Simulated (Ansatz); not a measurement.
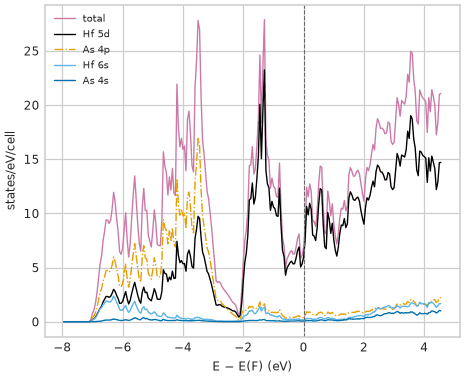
Fig. 1. Total and projected density of states of Hf$_{3}$As$_{2}$ in space group Pnma (No. 62; Pearson symbol oP20), the program Ansatz at the r²SCAN level (PAW)

Q: Which orbitals carry the states next to the Fermi level?

A: Within 0.5 eV of the Fermi level: Hf 5d 86 %, As 4p 7 %. Projections are on Löwdin-orthogonalised atomic valence shells; empty p or d shells of many metals are not among them.

Q: Where is the tallest occupied peak in this window, and what makes it?

A: Near -1.3 eV, about 28 states/eV per cell; the largest projected share is Hf 5d.

The first step of the workflow began from a Materials Project structure, measured or hypothetical; the Crystallography Open Database copy checked does not list it. Whether it is the stable phase at ambient conditions was not checked. The cell was relaxed with r²SCAN under the symmetry of its start; its stability against distortions is not shown here. The run is not spin-polarised. Spin–orbit coupling is left out wherever it is not named.

Potentials: the later of the program's two PAW sets.
